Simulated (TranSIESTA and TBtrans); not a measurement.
System: Na chain with one Ru atom in place of Na. Leads: straight Na chain, spacing 3.3 Å. Geometry: 3 atoms about the centre moved by SIESTA (PBE, DZP) to a largest force of 0.02 eV/Å, all others as built, motion along the axis alone.

Method: TranSIESTA and TBtrans, PBE, DZP numerical orbitals (energy shift 0.15 eV), PseudoDojo norm-conserving scalar-relativistic potentials, mesh cutoff 200 Ry, 300 K, spin-polarised (collinear), no spin-orbit coupling; self-consistent non-equilibrium Green functions.

Energies count from the leads' Fermi level. Transmissions are for each spin. The energy step is 0.01 eV; narrower resonances are cut or missed.

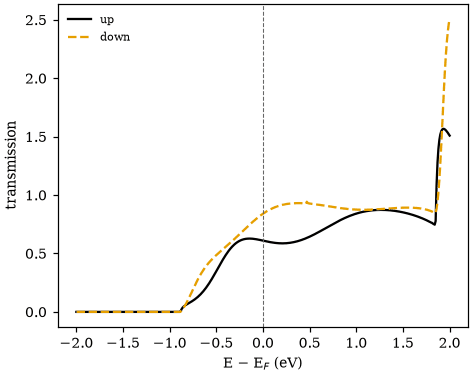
Figure. Transmission against energy

| E (eV) | T up | T down | lead channels up | down |
|---|---|---|---|---|
| -2.00 | 0 | 0 | 0 | 0 |
| -1.80 | 0 | 0 | 0 | 0 |
| -1.60 | 0 | 0 | 0 | 0 |
| -1.40 | 0 | 0 | 0 | 0 |
| -1.20 | 0 | 0 | 0 | 0 |
| -1.00 | 0 | 0 | 0 | 0 |
| -0.80 | 0.072 | 0.11 | 1 | 1 |
| -0.60 | 0.22 | 0.40 | 1 | 1 |
| -0.40 | 0.49 | 0.56 | 1 | 1 |
| -0.20 | 0.62 | 0.70 | 1 | 1 |
| 0.00 | 0.61 | 0.84 | 1 | 1 |
| 0.20 | 0.59 | 0.91 | 1 | 1 |
| 0.40 | 0.61 | 0.93 | 1 | 1 |
| 0.60 | 0.68 | 0.92 | 1 | 1 |
| 0.80 | 0.77 | 0.89 | 1 | 1 |
| 1.00 | 0.84 | 0.88 | 1 | 1 |
| 1.20 | 0.87 | 0.88 | 1 | 1 |
| 1.40 | 0.87 | 0.89 | 1 | 1 |
| 1.60 | 0.83 | 0.89 | 1 | 1 |
| 1.80 | 0.77 | 0.86 | 1 | 1 |
| 2.00 | 1.51 | 2.51 | 3 | 3 |

Moments were seeded on the central atoms alone, and one start was tried. The straight chain is held at its spacing; free chains may zigzag or dimerise.
